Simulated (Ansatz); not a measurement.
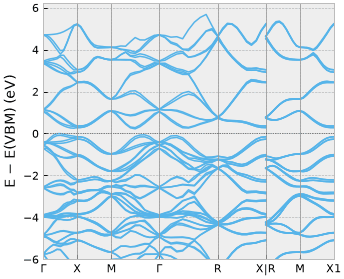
Figure. Band structure from plane-wave PAW r²SCAN with spin–orbit coupling (Ansatz code)

The gap is 0.22 eV; an edge lies off the plotted path or next to a special point (maximum on the Γ–X line, 46 % of the way from Γ, minimum off the standard path).

The material is SiRu in space group P2_13 (No. 198; Si on 4a, Ru on 4a).

The cell was relaxed with r²SCAN under the symmetry of its start. No spin polarisation was allowed.

Potentials: the earlier of the program's two PAW sets.
